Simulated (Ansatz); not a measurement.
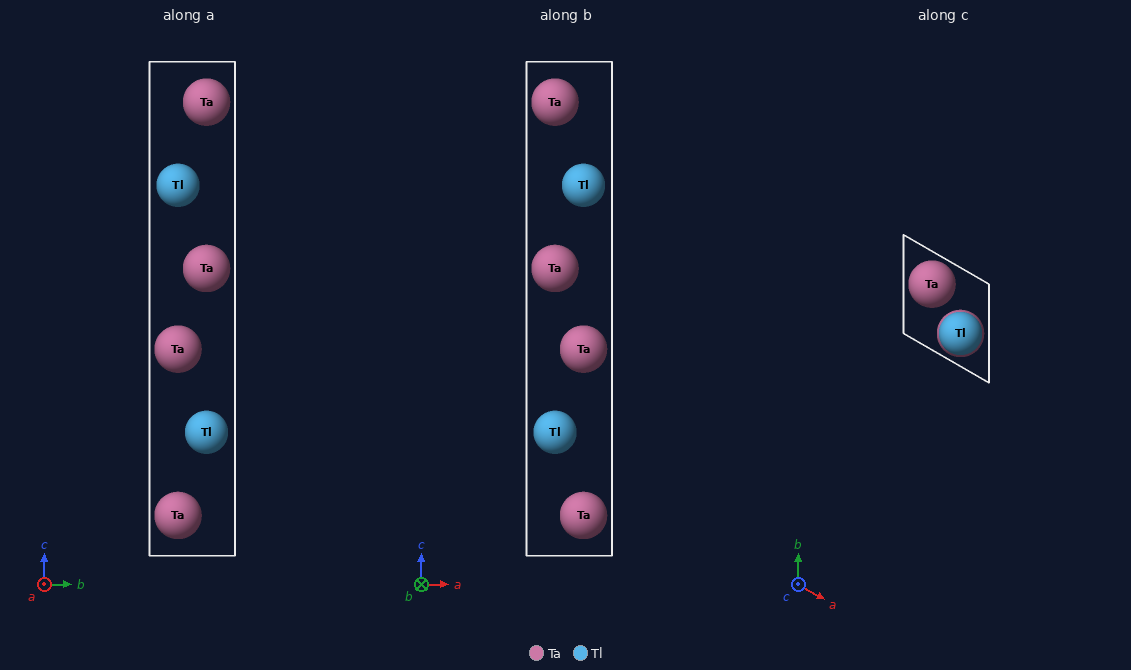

The crystal in a spheres-only representation, seen along the a axis, along the b axis and along the c axis. The lines enclose the conventional unit cell; boundary atoms appear with their images.

Lattice parameters: a = 3.036 Å, b = 3.036 Å, c = 15.197 Å, α = 90.00°, β = 90.00°, γ = 120.00°. Put a along x and b in the xy plane.

Question: Give the atomic positions as a POSCAR file, with free fractional coordinates to two decimals.

Answer:
```
Ta Tl
1.0
     3.036    0.000    0.000
    -1.518    2.629    0.000
     0.000    0.000   15.197
Ta Tl
4 2
Direct
  0.6667 0.3333 0.42
  0.3333 0.6667 0.92
  0.6667 0.3333 0.08
  0.3333 0.6667 0.58
  0.6667 0.3333 0.75
  0.3333 0.6667 0.25
```

The cell started as a structure type filled with these elements by a generator (whether the compound takes this form wasn't checked). The final geometry of a relaxation with Ansatz 0.2.0, DFT PBE, scalar-relativistic, plane waves, PAW is shown.
